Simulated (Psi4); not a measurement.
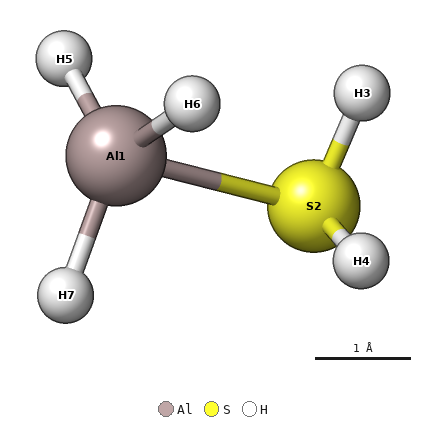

**Figure 1.** The structure as given in the input (ball-and-stick view, seen at an oblique angle; atoms are numbered from 1 in the order of the input). Sticks mark near contacts. Bond lengths as drawn: Al–H 1.56 to 1.58 Å, Al–S 2.47 Å and H–S 1.33 Å.

**Property calculation of AlH5S**

- system: AlH5S (Al(H2S)H3)
- method: CISD/def2-SVP, RHF (Psi4 1.11)

The geometry comes from this level: GFN2-xTB.

### The program's output
```
=> Loading Basis Set <=

    Name: DEF2-SVP
    Role: ORBITAL
    Keyword: BASIS

         ---------------------------------------------------------
                                   SCF
                              RHF Reference
                        1 Threads,   1525 MiB Core
         ---------------------------------------------------------

  ==> Geometry <==

    Molecular point group: c1
    Full point group: C1

    Geometry (in Angstrom), charge = 0, multiplicity = 1:

       Center              X                  Y                   Z               Mass
    ------------   -----------------  -----------------  -----------------  -----------------
         AL           0.003649906232    -0.009969100419    -1.306925237977    26.981538530000
         S            0.025679906232    -0.039939100419     1.163574762023    31.972071174400
         H            0.386449906232     1.242130899581     1.189944762023     1.007825032230
         H           -1.271630093768     0.261310899581     1.181064762023     1.007825032230
         H            1.555999906232     0.024810899581    -1.483975237977     1.007825032230
         H           -0.792290093768     1.351260899581    -1.341595237977     1.007825032230
         H           -0.790910093768    -1.345599100419    -1.469425237977     1.007825032230

  Running in c1 symmetry.

  Rotational constants: A =      1.55512  B =      0.16261  C =      0.16207 [cm^-1]
  Rotational constants: A =  46621.33688  B =   4874.82148  C =   4858.69772 [MHz]
  Nuclear repulsion =   85.549490768182579

  Charge       = 0
  Multiplicity = 1
  Electrons    = 34
  Nalpha       = 17
  Nbeta        = 17

  ==> Algorithm <==

  SCF Algorithm Type is PK.
  DIIS enabled.
  MOM disabled.
  Fractional occupation disabled.
  Guess Type is SAD.
  Energy threshold   = 1.00e-08
  Density threshold  = 1.00e-08
  Integral threshold = 1.00e-12

  ==> Primary Basis <==

  -AO BASIS SET INFORMATION:
    Name                   = DEF2-SVP
    Blend                  = DEF2-SVP
    Total number of shells = 31
    Number of primitives   = 61
    Number of AO           = 63
    Number of SO           = 61
    Maximum AM             = 2
    Spherical Harmonics    = TRUE

  -Contraction Scheme:
    Atom   Type   All Primitives // Shells:
   ------ ------ --------------------------
       1    AL     10s 7p 1d // 4s 3p 1d
       2     S     10s 7p 1d // 4s 3p 1d
       3     H     4s 1p // 2s 1p
       4     H     4s 1p // 2s 1p
       5     H     4s 1p // 2s 1p
       6     H     4s 1p // 2s 1p
       7     H     4s 1p // 2s 1p

  ==> Integral Setup <==

  Using in-core PK algorithm.
   Calculation information:
      Number of atoms:                   7
      Number of AO shells:              31
      Number of primitives:             61
      Number of atomic orbitals:        63
      Number of basis functions:        61

      Integral cutoff                 1.00e-12
      Number of threads:                 1

  Performing in-core PK
  Using 3577772 doubles for integral storage.
  We computed 119006 shell quartets total.
  Whereas there are 123256 unique shell quartets.

  ==> DiskJK: Disk-Based J/K Matrices <==

    J tasked:                  Yes
    K tasked:                  Yes
    wK tasked:                  No
    Memory [MiB]:             1144
    Schwarz Cutoff:          1E-12

  Minimum eigenvalue in the overlap matrix is 1.8081648370E-02.
  Reciprocal condition number of the overlap matrix is 3.9891254433E-03.
    Using symmetric orthogonalization.

  ==> Pre-Iterations <==

  SCF Guess: Superposition of Atomic Densities via on-the-fly atomic UHF (no occupation information).

   -------------------------
    Irrep   Nso     Nmo
   -------------------------
     A         61      61
   -------------------------
    Total      61      61
   -------------------------

  ==> Iterations <==

                        Total Energy        Delta E     RMS |[F,P]|

   @RHF iter SAD:  -641.63086914717360   -6.41631e+02   0.00000e+00
   @RHF iter   1:  -642.09262823108168   -4.61759e-01   3.12479e-03 DIIS/ADIIS
   @RHF iter   2:  -642.12994788038441   -3.73196e-02   8.89855e-04 DIIS/ADIIS
   @RHF iter   3:  -642.13295769011972   -3.00981e-03   2.64520e-04 DIIS/ADIIS
   @RHF iter   4:  -642.13336204468283   -4.04355e-04   5.33833e-05 DIIS
   @RHF iter   5:  -642.13337768942642   -1.56447e-05   9.23216e-06 DIIS
   @RHF iter   6:  -642.13337805390233   -3.64476e-07   2.22328e-06 DIIS
   @RHF iter   7:  -642.13337808011772   -2.62154e-08   3.82300e-07 DIIS
   @RHF iter   8:  -642.13337808105075   -9.33028e-10   7.65735e-08 DIIS
   @RHF iter   9:  -642.13337808108747   -3.67208e-11   1.46785e-08 DIIS
   @RHF iter  10:  -642.13337808108849   -1.02318e-12   3.97107e-09 DIIS
  Energy and wave function converged.

  ==> Post-Iterations <==

    Orbital Energies [Eh]
    ---------------------

    Doubly Occupied:

       1A    -91.993344     2A    -58.410543     3A     -9.029603
       4A     -6.717097     5A     -6.716055     6A     -6.714575
       7A     -4.849458     8A     -3.168438     9A     -3.165591
      10A     -3.165541    11A     -1.050411    12A     -0.648454
      13A     -0.584537    14A     -0.551407    15A     -0.440747
      16A     -0.409082    17A     -0.404946

    Virtual:

      18A      0.108428    19A      0.136295    20A      0.136690
      21A      0.185499    22A      0.191602    23A      0.246784
      24A      0.276539    25A      0.438498    26A      0.443605
      27A      0.461232    28A      0.462630    29A      0.552960
      30A      0.587046    31A      0.604579    32A      0.640256
      33A      0.690013    34A      0.700592    35A      0.740449
      36A      0.793245    37A      0.861258    38A      0.871107
      39A      0.955364    40A      0.990493    41A      1.019369
      42A      1.117089    43A      1.132772    44A      1.167863
      45A      1.266059    46A      1.290706    47A      1.686322
      48A      1.704634    49A      1.733008    50A      1.863606
      51A      1.869979    52A      1.886363    53A      1.897031
      54A      1.943968    55A      1.977162    56A      1.987437
      57A      2.230926    58A      2.440559    59A      2.502641
      60A      2.517485    61A      2.541509

    Final Occupation by Irrep:
              A
    DOCC [    17 ]
    NA   [    17 ]
    NB   [    17 ]

  @RHF Final Energy:  -642.13337808108849

   => Energetics <=

    Nuclear Repulsion Energy =             85.5494907681825794
    One-Electron Energy =               -1059.3260807919025410
    Two-Electron Energy =                 331.6432119426315808
    Total Energy =                       -642.1333780810884946

Computation Completed

Properties will be evaluated at   0.000000,   0.000000,   0.000000 [a0]

Properties computed using the SCF density matrix

 Multipole Moments:

 ------------------------------------------------------------------------------------
     Multipole            Electronic (a.u.)      Nuclear  (a.u.)        Total (a.u.)
 ------------------------------------------------------------------------------------

 L = 1.  Multiply by 2.5417464519 to convert [e a0] to [Debye]
 Dipole X            :          0.6161584           -0.8580362           -0.2418778
 Dipole Y            :         -1.0298379            1.4461896            0.4163517
 Dipole Z            :          1.8192828           -0.5609049            1.2583779
 Magnitude           :                                                    1.3473561

 ------------------------------------------------------------------------------------

	total time  =          1 seconds =       0.02 minutes
 MINTS: Wrapper to libmints.

   Calculation information:
      Number of threads:                 1
      Number of atoms:                   7
      Number of AO shells:              31
      Number of SO shells:              31
      Number of primitives:             61
      Number of atomic orbitals:        63
      Number of basis functions:        61

      Number of irreps:                  1
      Integral cutoff                 1.00e-12
      Number of functions per irrep: [  61 ]

 OEINTS: Overlap, kinetic, potential, dipole, and quadrupole integrals
         stored in file 35.

      Computing two-electron integrals...done
      Computed 1680768 non-zero two-electron integrals.
        Stored in file 33.

        ==> Transform all two-electron integrals <==

	Presorting SO-basis two-electron integrals.
	Sorting File: SO Ints (nn|nn) nbuckets = 1
	Constructing frozen core operators
	Starting first half-transformation.
	h = 0; memfree         = 199993678
	h = 0; rows_per_bucket = 1891
	h = 0; rows_left       = 0
	h = 0; nbuckets        = 1
	Sorting half-transformed integrals.
	First half integral transformation complete.
	Starting second half-transformation.
	h = 0; memfree         = 199993678
	h = 0; rows_per_bucket = 1326
	h = 0; rows_left       = 0
	h = 0; nbuckets        = 1
	Two-electron integral transformation complete.

	total time  =          0 seconds =       0.00 minutes

        **********************************************************
        *                                                        *
        *                   CCSD Integral Sort                   *
        *                                                        *
        **********************************************************

        CC integral sort will use                     44.87 mb

        Number of (ab|cd) temporary files:                2
        Number of (ab|ci) temporary files:                3
        Starting temporary file number:                 270

        Initial sort........done.

        Sort (IJ|KL)........done.
        Sort (IJ|KA) 1/2....done.
        Sort (IJ|KA) 2/2....done.
        Sort (IA|JB)........done.
        Sort (IJ|AB)........done.
        Sort (IA|BC) 1/3....done.
        Sort (IA|BC) 2/3....done.
        Sort (IA|BC) 3/3....done.
        Sort (AB|CD) 1/2....done.
        Sort (AB|CD) 2/2....done.

	total time  =          0 seconds =       0.00 minutes

        *******************************************************
        *                                                     *
        *                        CISD                         *
        *      Singles Doubles Configuration Interaction      *
        *                                                     *
        *                                                     *
        *******************************************************

  ==> Input parameters <==

        Freeze core orbitals?                 yes
        Use frozen natural orbitals?           no
        r_convergence:                  1.000e-07
        e_convergence:                  1.000e-06
        Number of DIIS vectors:                 8
        Number of frozen core orbitals:        10
        Number of active occupied orbitals:     7
        Number of active virtual orbitals:     44
        Number of frozen virtual orbitals:      0

  ==> Memory <==

        available memory =                           1525.88 mb
        minimum memory requirements for QCISD =         2.21 mb
        (T) algorithm:                                  1.58 mb (low-memory)
        memory requirements for QCISD(T) =              1.58 mb

  ==> Define tiling <==

        v(ab,cd) diagrams will be evaluated in   1 blocks.
        v(ab,ci) diagrams will be evaluated in   1 blocks over ov2.
        v(ab,ci) diagrams will be evaluated in   1 blocks over ov.

  Allocate cpu memory (     9.69 mb).....done.
  Initialize cpu memory..................done.

  Begin CISD iterations

   Iter  DIIS          Energy       d(Energy)          |d(T)|     time
      0   0 1   -0.2275290472   -0.2275290472    0.2787121485        0
      1   1 1   -0.2417093811   -0.0141803339    0.0378683307        0
      2   2 1   -0.2467313194   -0.0050219383    0.0116845076        0
      3   3 1   -0.2472208323   -0.0004895129    0.0025735336        0
      4   4 1   -0.2472435127   -0.0000226804    0.0006167413        0
      5   5 1   -0.2472447749   -0.0000012622    0.0001440640        1
      6   6 1   -0.2472448411   -0.0000000662    0.0000385241        0
      7   7 1   -0.2472448462   -0.0000000051    0.0000109391        0
      8   8 1   -0.2472448467   -0.0000000004    0.0000028062        0
      9   8 2   -0.2472448467   -0.0000000000    0.0000007367        0
     10   8 3   -0.2472448467   -0.0000000000    0.0000002058        0
     11   8 4   -0.2472448467   -0.0000000000    0.0000000574        0

  CISD iterations converged!

  CISD variational energy:      -0.247244846687
  CISD transition energy:       -0.247244844051

        OS SCS-MP2 correlation energy:          -0.227662027880
        SS SCS-MP2 correlation energy:          -0.012603563533
        SCS-MP2 correlation energy:             -0.240265591413
      * SCS-MP2 total energy:                 -642.373643672501

        OS MP2 correlation energy:              -0.189718356567
        SS MP2 correlation energy:              -0.037810690598
        MP2 correlation energy:                 -0.227529047165
      * MP2 total energy:                     -642.360907128253

        OS CISD correlation energy:             -0.211908697154
        SS CISD correlation energy:             -0.035336146898
        CISD correlation energy:                -0.247244846687
      * CISD total energy:                    -642.380622927775

  Total time for CISD iterations:       0.11 s (user)
                                        0.04 s (system)
                                           1 s (total)

  Time per iteration:                   0.01 s (user)
                                        0.00 s (system)
                                        0.09 s (total)

	total time  =          1 seconds =       0.02 minutes

Properties will be evaluated at   0.000000,   0.000000,   0.000000 [a0]

Properties computed using the CISD density matrix

  Mulliken Charges: (a.u.)
   Center  Symbol    Alpha    Beta     Spin     Total
       1    AL     6.18650  6.18650  0.00000  0.62699
       2     S     8.01159  8.01159  0.00000 -0.02317
       3     H     0.44367  0.44367  0.00000  0.11266
       4     H     0.44353  0.44353  0.00000  0.11294
       5     H     0.63471  0.63471  0.00000 -0.26942
       6     H     0.64505  0.64505  0.00000 -0.29011
       7     H     0.63495  0.63495  0.00000 -0.26990

   Total alpha = 17.00000, Total beta = 17.00000, Total charge =  0.00000

  Lowdin Charges: (a.u.)
   Center  Symbol    Alpha    Beta     Spin     Total
       1    AL     6.39369  6.39369  0.00000  0.21262
       2     S     7.82174  7.82174  0.00000  0.35652
       3     H     0.49610  0.49610  0.00000  0.00780
       4     H     0.49596  0.49596  0.00000  0.00808
       5     H     0.59534  0.59534  0.00000 -0.19067
       6     H     0.60172  0.60172  0.00000 -0.20343
       7     H     0.59546  0.59546  0.00000 -0.19091

  Total alpha = 17.00000, Total beta = 17.00000, Total charge = -0.00000
  ==> Computing MBIS Charges <==

  Electron Count from Grid (Expected Number): 33.99999 (34.00000)
  Difference: -0.00001

  MBIS Charges: (a.u.)
   Center  Symbol  Z      Pop.       Charge
      1      AL   13   11.700946    1.299054
      2       S   16   16.221547   -0.221547
      3       H    1    0.803996    0.196004
      4       H    1    0.803895    0.196105
      5       H    1    1.483492   -0.483492
      6       H    1    1.502392   -0.502392
      7       H    1    1.483726   -0.483726

  MBIS Dipoles: [e a0]
   Center  Symbol  Z        X           Y           Z
      1      AL   13    0.004304   -0.007659   -0.058153
      2       S   16    0.088138   -0.147924    0.173041
      3       H    1    0.024653    0.074935    0.000344
      4       H    1   -0.077605    0.014476   -0.000229
      5       H    1    0.174904   -0.000141   -0.000318
      6       H    1   -0.087715    0.150314    0.011955
      7       H    1   -0.085656   -0.152254    0.001824

  MBIS Quadrupoles: [e a0^2]
   Center  Symbol  Z      XX        XY        XZ        YY        YZ        ZZ
      1      AL   13   -5.5671   -0.0120    0.0288   -5.5527   -0.0459   -5.2424
      2       S   16   -9.5604    0.2040   -0.0543   -9.7869    0.0978   -10.6910
      3       H    1   -0.4423   -0.0023   -0.0029   -0.4426   -0.0020   -0.4662
      4       H    1   -0.4445   -0.0012    0.0033   -0.4404    0.0017   -0.4663
      5       H    1   -1.3823    0.0012    0.0102   -1.4578   -0.0020   -1.4128
      6       H    1   -1.4847   -0.0318   -0.0076   -1.4488    0.0131   -1.4559
      7       H    1   -1.4388    0.0328   -0.0035   -1.4019   -0.0104   -1.4122

  MBIS Octupoles: [e a0^3]
   Center  Symbol  Z      XXX       XXY       XXZ       XYY       XYZ       XZZ       YYY       YYZ       YZZ       ZZZ
      1      AL   13    0.0653   -0.0549    0.2476    0.0707    0.0199    0.0116   -0.1639    0.2266   -0.0313   -1.1559
      2       S   16    1.3879   -0.4327    0.5736   -0.3087    0.0315   -0.0268   -1.3764    0.5288    0.0491    2.1382
      3       H    1    0.0549    0.0350    0.0033    0.0115    0.0002    0.0158    0.0933    0.0018    0.0469    0.0184
      4       H    1   -0.1032   -0.0017    0.0024   -0.0414    0.0007   -0.0488    0.0054    0.0025    0.0088    0.0176
      5       H    1    0.2895   -0.0051    0.0018    0.1594    0.0015    0.1510   -0.0189    0.0404   -0.0000    0.0388
      6       H    1   -0.2187    0.0982    0.0354   -0.0106    0.0207   -0.0757    0.2967    0.0117    0.1292    0.0231
      7       H    1   -0.1955   -0.1031    0.0342   -0.0026   -0.0164   -0.0741   -0.2993    0.0108   -0.1315    0.0452

  MBIS Radial Moments:
   Center  Symbol  Z      [a0^2]      [a0^3]      [a0^4]
      1      AL   13   16.362149   47.079541   177.648083
      2       S   16   30.038267   77.133576   238.805886
      3       H    1    1.351166    2.454335    5.319572
      4       H    1    1.351094    2.454673    5.321902
      5       H    1    4.252892   10.185917   29.064368
      6       H    1    4.389461   10.636855   30.732321
      7       H    1    4.252873   10.185377   29.062472

  MBIS Valence Widths: [a0]
   Center  Symbol  Z     Width
      1      AL   13    0.716823
      2       S   16    0.575990
      3       H    1    0.379926
      4       H    1    0.379923
      5       H    1    0.493530
      6       H    1    0.497795
      7       H    1    0.493488

  MBIS Valence Charges: (a.u.)
   Center  Symbol  Z     Charge
      1      AL   13   -2.182776
      2       S   16   -7.479171
      3       H    1   -0.803996
      4       H    1   -0.803895
      5       H    1   -1.483492
      6       H    1   -1.502392
      7       H    1   -1.483726

  Mayer Bond Indices:

  Irrep: 1 Size: 7 x 7

                 1                   2                   3                   4                   5

    1     0.00000000000000     0.33134786179901    -0.00014336057283    -0.00020114991583     0.87308050533988
    2     0.33134786179901     0.00000000000000     0.92216346182302     0.92219608977223    -0.00111812582777
    3    -0.00014336057283     0.92216346182302     0.00000000000000     0.00047900195312    -0.00057487586661
    4    -0.00020114991583     0.92219608977223     0.00047900195312     0.00000000000000     0.00106603102250
    5     0.87308050533988    -0.00111812582777    -0.00057487586661     0.00106603102250     0.00000000000000
    6     0.85534524108894     0.00023354419079    -0.00121576051380    -0.00124893495924     0.00037947958792
    7     0.87256100697628    -0.00111641178126     0.00113306609777    -0.00063237830590     0.00039957839404

                 6                   7

    1     0.85534524108894     0.87256100697628
    2     0.00023354419079    -0.00111641178126
    3    -0.00121576051380     0.00113306609777
    4    -0.00124893495924    -0.00063237830590
    5     0.00037947958792     0.00039957839404
    6     0.00000000000000     0.00036063663590
    7     0.00036063663590     0.00000000000000

  Atomic Valences:

 #  #
 Irrep: 1
      1:    2.931990104715450
      2:    2.173706419976015
      3:    0.921841532920663
      4:    0.921658659566873
      5:    0.873232592649967
      6:    0.853854206030501
      7:    0.872705498016817

  Natural Orbital Occupations:

  Total Occupations:
  HONO-2 :   15  A    1.966
  HONO-1 :   16  A    1.966
  HONO-0 :   17  A    1.963
  LUNO+0 :   18  A    0.026
  LUNO+1 :   19  A    0.022
  LUNO+2 :   20  A    0.017
  LUNO+3 :   21  A    0.013
```

### Standard output
```
cisd/def2-SVP energy: -642.3806229278 Eh
```

The run was set up as follows.

### Input file (run.py)
```python
import psi4

psi4.set_memory(1600000000)
psi4.set_num_threads(1)
psi4.core.set_output_file('alh5s.out', False)

geom = psi4.geometry("""
0 1
Al     0.129800    -0.221970    -1.011590
S      0.151830    -0.251940     1.458910
H      0.512600     1.030130     1.485280
H     -1.145480     0.049310     1.476400
H      1.682150    -0.187190    -1.188640
H     -0.666140     1.139260    -1.046260
H     -0.664760    -1.557600    -1.174090
symmetry c1
""")

psi4.set_options({
    'reference': 'rhf',
    'scf_type': 'pk',
    'freeze_core': True,
    'opdm': True,
    'print': 2,
})

result, w = psi4.energy('cisd/def2-SVP', return_wfn=True)
psi4.oeprop(w, 'NO_OCCUPATIONS', 'MBIS_CHARGES', 'MULLIKEN_CHARGES', 'LOWDIN_CHARGES', 'MAYER_INDICES', title='CISD')
print(f'cisd/def2-SVP energy: {result:.10f} Eh')
```

Launched with:
```bash
python run.py
```

### Results in brief

- outcome: converged
- total energy: −642.380623 hartree
- SCF energy: −642.133378 hartree
- MP2 energy: −642.360907 hartree
- correlation energy: −0.247245 hartree
- basis functions: 61
- hardware: 1 thread of AMD EPYC (Zen 5), 16 GiB of memory available, shared host
- wall time: 5.7 s
- peak memory: 0.27 GiB

### Notes

Settings chosen away from the usual ones: print set to 2.
